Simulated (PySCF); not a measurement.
System: C8H14OS.

```xyz
24

C     2.8869    1.5934   -0.6302
C     2.2828    0.7725    0.2065
C     1.5462   -0.4612   -0.2227
C     2.2955   -1.7261    0.1969
O     0.2624   -0.4299    0.4174
C    -0.7740   -1.0082   -0.1551
S    -0.7369   -1.8161   -1.5734
C    -2.0470   -0.8234    0.6172
C    -2.9407    0.2311   -0.0516
C    -2.3169    1.6195   -0.0117
H     2.8738    1.4274   -1.6950
H     3.4272    2.4586   -0.2869
H     2.2935    0.9439    1.2735
H     1.3937   -0.4665   -1.3101
H     2.3897   -1.7599    1.2800
H     1.7541   -2.6064   -0.1415
H     3.2853   -1.7267   -0.2498
H    -2.5805   -1.7746    0.6429
H    -1.8042   -0.5125    1.6347
H    -3.9017    0.2449    0.4659
H    -3.1171   -0.0661   -1.0870
H    -1.3684    1.6331   -0.5441
H    -2.1361    1.9281    1.0158
H    -2.9793    2.3449   -0.4779
```

Geometry: GFN2-xTB.

Computed with PBE0/pcSseg-1, SCF density, gas phase, non-relativistic (PySCF).

**Predict the electron density and electron localisation function between the atoms.**

C–O (1.32 Å): the density is about 2.5 e/Å³ at the midpoint; the ELF peaks at about 0.90 between the atoms; a shared but strongly polarised pair.
C–S (1.63 Å): ρ at the midpoint is about 1.6 e/Å³; the ELF peaks at about 0.90 between the atoms: a covalent bond.
C–O (1.43 Å): the density is about 1.9 e/Å³ at the midpoint, with its minimum of 1.6 e/Å³ about 0.5 Å from C; the ELF peaks at about 0.90 between the atoms; a polar covalent bond.
C–C (1.50 Å): ρ at the midpoint is about 1.8 e/Å³; the ELF peaks at about 0.95 between the atoms; a covalent bond.

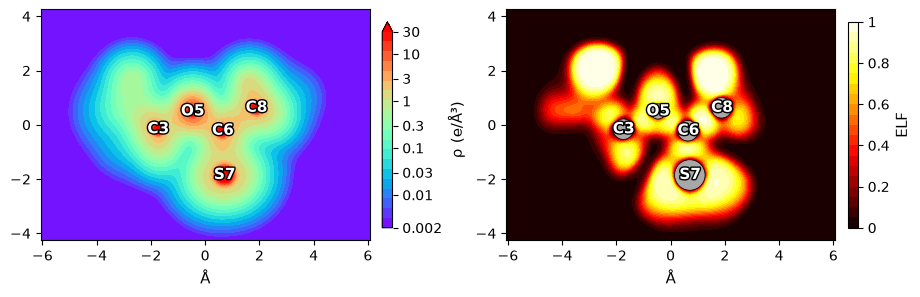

Computed electron density and electron localisation function on the plane of atoms S7, C6 and C8, in this order. Grey discs cover the atomic cores in the ELF map. 
